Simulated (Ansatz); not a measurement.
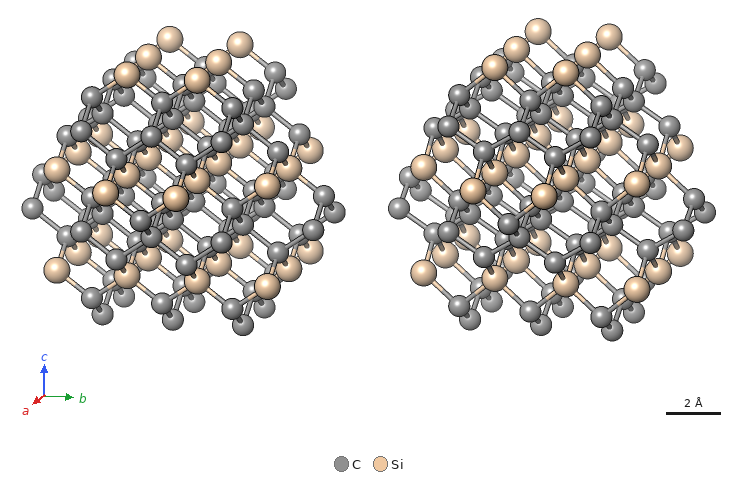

Two geometries of crystalline SiC3 (a generated structure, set up in P-4m2), drawn at one scale. One is the start of a relaxation, the other its converged end. A ball-and-stick model of the atoms within 5.8 Å of the atom that moves most (axes of the cell of the calculation), seen slightly off an axis.

Theory: DFT, PBE, plane waves, PAW (Ansatz). (plane-wave cutoff 420 eV; k-point mesh 8 × 8 × 6; occupations fermi dirac; smearing width 0.02 eV; no spin polarisation; cell and atoms relaxed; force threshold 0.005 eV/Å)

Question: Which geometry has the lower energy?

Answer: The right one is the relaxed one. The largest moves relative to the cell, 0.16 Å, are those of C atoms. Si stays in place. The drawn cell changes as follows: a = b 2.768 → 2.803 Å (+1.3 %), c 3.914 → 4.112 Å (+5.0 %); the volume changes by +7.7 %. Near-neighbour distances that change, for instance: C–Si 1.695 → 1.835 Å, C–C 1.695 → 1.650 Å. Bond angles that change, for instance: Si–C–Si 109.5° → 99.6°, C–Si–C 109.5° → 99.6°, C–C–C 109.5° → 116.2°. The space group stays P-4m2 (No. 115). The energy falls by 1.348 eV per cell of the calculation in 8 accepted moves (10 points after the start). Largest force component: 7.4 eV/Å at the start, 0.00037 eV/Å at the end. Pressure: 41.78 GPa at the start and 0.00 GPa at the end. At 2 points the geometry stayed and the basis and grid were re-selected for the new cell (energy shift of 12.2 meV per cell of the calculation at most each time). Cost: 7.8 s on 2 threads of Intel(R) Xeon(R) 6975P-C (Granite Rapids) (shared host), peak memory 0.37 GiB.
